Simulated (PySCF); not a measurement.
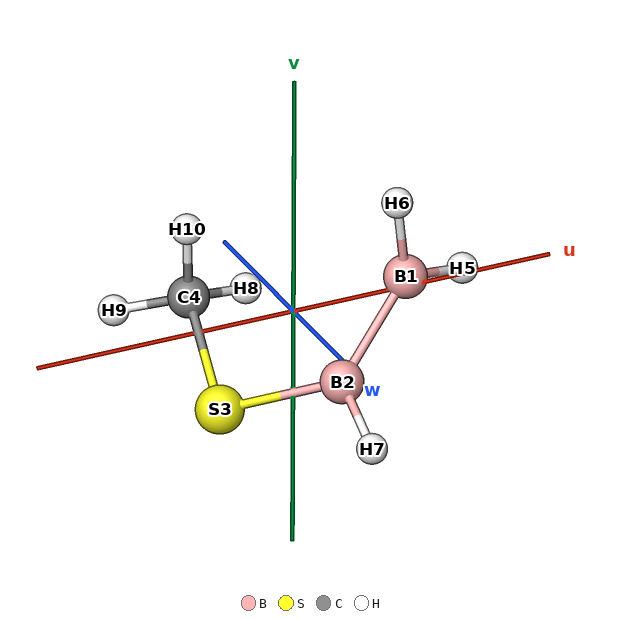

The lines u, v and w are the principal axes of the static dipole polarisability. Computed geometry: GFN2-xTB optimisation. No frequency run is at hand to confirm it as a minimum. Method: CAM-B3LYP/def2-SVPD (PySCF 2.14.0).

Question: Along which axis is the molecule most polarisable, and along which least?

Answer: Most along u (nearly parallel to the B2–S3 bond), least along w.

Question: Give the three principal values.

Answer: u 73.5, v 63.9, w 50.1 bohr³; mean 62.5, anisotropy 20.4 bohr³.

The geometry is semi-empirical. Around B such bond lengths and angles can be off by a tenth of an ångström or more and by several degrees, and values that hang on the shape move with them.
